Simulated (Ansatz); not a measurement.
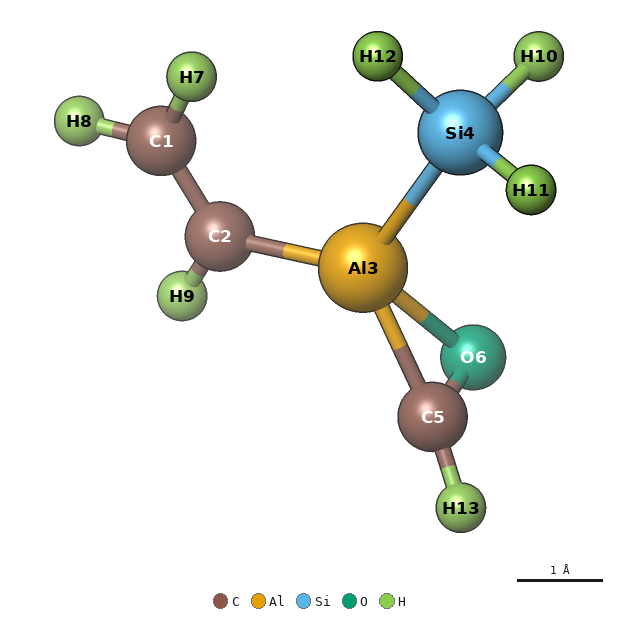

Orthographic view. Depth is shown by fading: the farther an atom, the more it takes the colour of the background. The computed structure is the end point of a PBE-D4/def2-SVP optimisation. No frequency run is at hand to confirm it as a minimum.

Give the geometry as a Z-matrix, atoms in numerical order, with these reference atoms: 2 to 1; 3 to 2, 1; 4 to 3, 2, 1; 5 to 3, 2, 1; 6 to 5, 3, 2; 7 to 1, 2, 3; 8 to 1, 7, 2; 9 to 2, 1, 8; 10 to 4, 3, 2; 11 to 4, 10, 3; 12 to 4, 11, 10; 13 to 5, 6, 3.

```
C  
C    1   1.353
Al   2   1.951   1   121.0
Si   3   2.451   2   123.9   1    -7.1
C    3   1.962   2   118.5   1   171.7
O    5   1.261   3    75.4   2    90.4
H    1   1.107   2   122.1   3     0.5
H    1   1.106   7   114.9   2   179.6
H    2   1.108   1   116.8   8    -0.1
H    4   1.511   3   111.6   2   -88.2
H    4   1.510  10   106.9   3   123.6
H    4   1.511  11   107.1  10  -114.0
H    5   1.126   6   117.3   3   179.9
```
